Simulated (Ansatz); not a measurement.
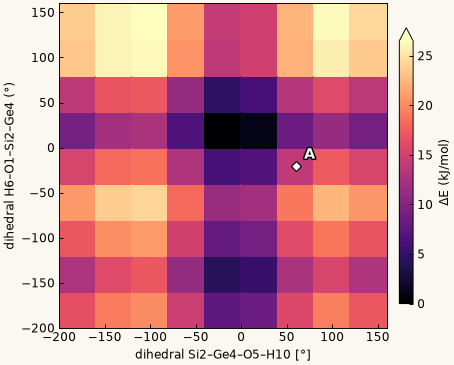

GeH₅NO₂Si, SMILES O[SiH]1[NH][GeH]1[OH]. The first coordinate is: dihedral Si2–Ge4–O5–H10; the second: dihedral H6–O1–Si2–Ge4. Nothing is relaxed (all other coordinates rigid). The grid has 9 × 9 points. Energies are in kJ/mol, from the lowest grid point. Theory: Ansatz 0.2.0, RKS PBE0-D4/def2-SVP.

In the figure: one coloured cell a grid point, one colour for all values above the top of the scale, the point A.

> Which way does the force act at A, and how strong is it?

A, at dihedral Si2–Ge4–O5–H10 = 60°, dihedral H6–O1–Si2–Ge4 = −20°, is not a stationary point. The computed force is 0.17 kJ/mol for each degree towards smaller values of dihedral Si2–Ge4–O5–H10 and 0.19 kJ/mol for each degree towards larger values of dihedral H6–O1–Si2–Ge4.
